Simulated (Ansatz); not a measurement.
**C2H5NOSi (SMILES CO[SiH2]C#N): density, localisation and related maps**

Input file:

```
crystal:
  periodic: [false, false, false]
  atoms:
    - {symbol: C, position_ang: [-1.256788, 0.507013, -0.785520]}
    - {symbol: O, position_ang: [-0.000523, 0.982103, -0.339984]}
    - {symbol: Si, position_ang: [0.909830, 0.245969, 0.786459]}
    - {symbol: C, position_ang: [1.302382, -1.482235, 0.223400]}
    - {symbol: N, position_ang: [1.515231, -2.554880, -0.138908]}
    - {symbol: H, position_ang: [-1.966509, 0.423165, 0.044081]}
    - {symbol: H, position_ang: [-1.646583, 1.222104, -1.509853]}
    - {symbol: H, position_ang: [-1.158027, -0.469305, -1.269655]}
    - {symbol: H, position_ang: [2.175901, 0.989479, 0.910726]}
    - {symbol: H, position_ang: [0.208384, 0.085389, 2.082155]}
basis:
  gaussian: {orbitals: def2-TZVPP}
hamiltonian: {xc: pbe0, dispersion: d4}
output: {orbitals: {seedname: orbitals}}
```

Command:

```sh
ansatz run in.yaml --threads 4 --pin off --events-out ev --progress --plain --max-ram 10444MiB
```

Geometry: PBE0-D4/def2-TZVP.

Level of theory: RKS PBE0-D4/def2-TZVPP in Ansatz.

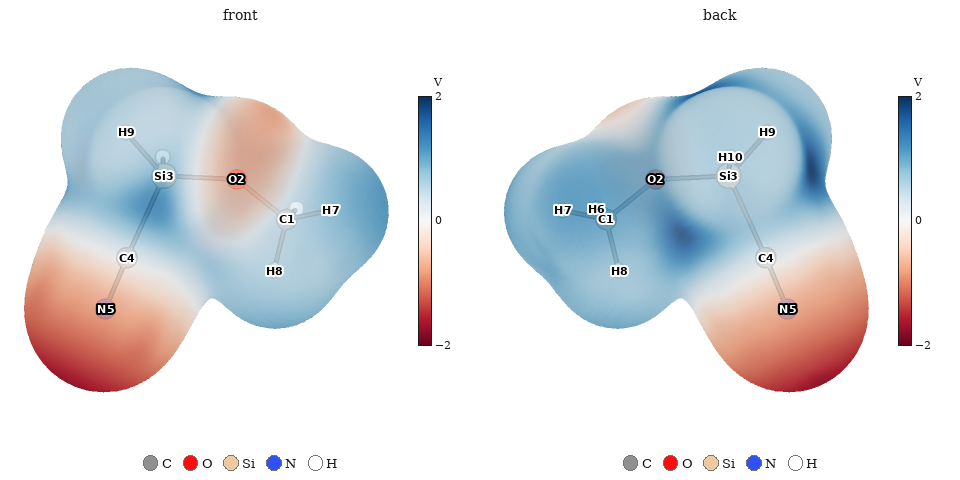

Figure 1. The molecular electrostatic potential painted on the density surface at 0.002 e/bohr³, seen from the front and from behind; red is negative and blue positive.

Where is the surface potential most negative and most positive?

The most negative region (about −1.7 V) lies over N5, the most positive (about +1.8 V) over Si3. N5 is the likeliest acceptor of a hydrogen bond.

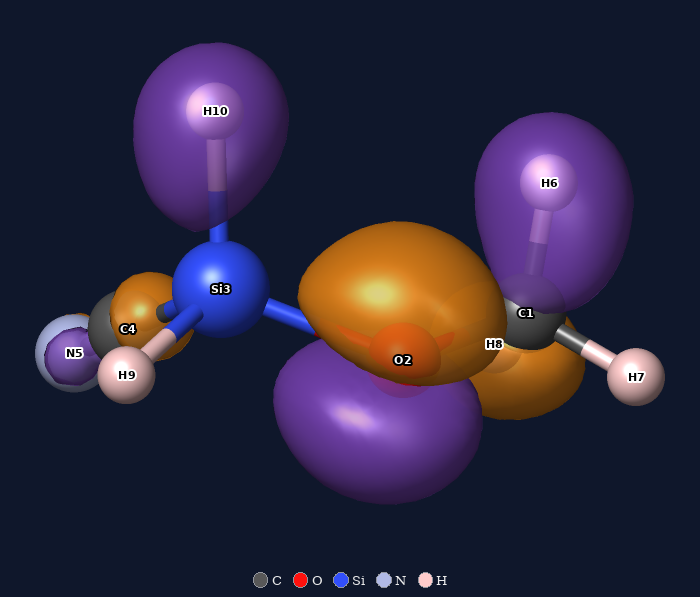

Figure 2. The HOMO at ±0.15 Å⁻³ᐟ² (orange and purple are the two phases), seen from one side.

Where does this orbital lie, and at what energy?

Its weight (Hirshfeld) is mainly on O2 (about 50 %), C1 (about 10 %), Si3 (about 10 %), H10 (about 10 %) and H6 (about 5 %). Its energy is −9.00 eV.

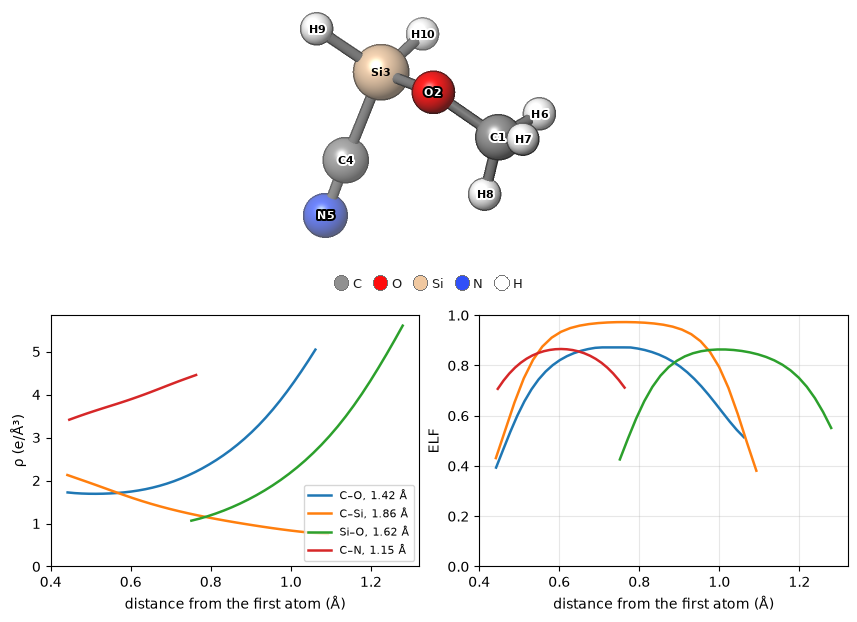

Figure 3. Total electron density and electron localisation function along straight lines between neighbouring atoms. The curves leave out the atomic cores. The structure is drawn too.

What kind of bonding do the profiles show?

C–O (1.42 Å): ρ is about 2 e/Å³ halfway, with its minimum of 1.7 e/Å³ about 0.5 Å from C; the ELF peaks at about 0.85 between the atoms, as expected for a shared but strongly polarised pair.
C–Si (1.86 Å): the density is about 0.93 e/Å³ at the midpoint; the ELF peaks at about 1 between the atoms; localised, covalent bonding.
Si–O (1.62 Å): ρ is about 1.2 e/Å³ halfway; the ELF peaks at about 0.85 between the atoms, as expected for a short, strongly polar bond.
C–N (1.15 Å): the density is about 3.8 e/Å³ at the midpoint; the ELF peaks at about 0.85 between the atoms: a short, multiple covalent bond.
